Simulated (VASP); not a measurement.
Band structure of TiN (rock salt). These are PW91 GGA, VASP's PBE PAW potentials (set 64) (plane waves; VASP) values and carry that method's errors.

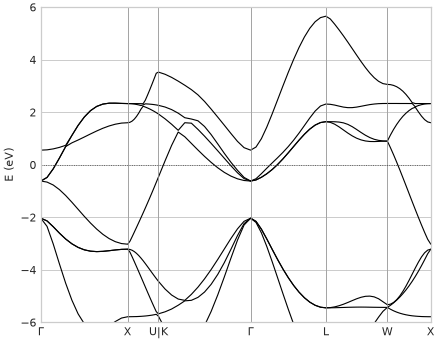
Figure. Bands along high-symmetry lines, zero at the valence-band maximum or, without a gap, the Fermi level

### Question
Read the plot: is there a gap, and where are the band edges?

### Answer
It has no gap at this level: it comes out as a metal or semimetal. (Edges off the drawn lines would not show.)

The compound is TiN in the rock salt structure. It was relaxed first. The electron count is odd and the run is not spin-polarised, which forces a metal.
